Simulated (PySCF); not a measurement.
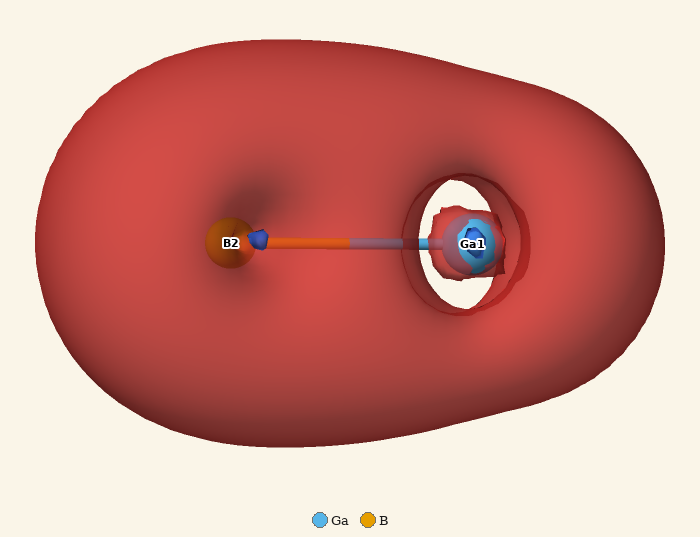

The picture shows: GaB (triplet). Isosurfaces of the spin density at +0.015 (red) and −0.015 e/Å³ (blue), seen from one side.

The calculation used PySCF 2.14.0, PBE0/aug-pcseg-1, non-relativistic, at a bond length of 2.242 Å.

Question: Which atoms carry the spin?

Answer: The unpaired spin (2 electrons) lies mostly on B2 (about 1.3) and Ga1 (about 0.7), in electrons by Hirshfeld's partition.
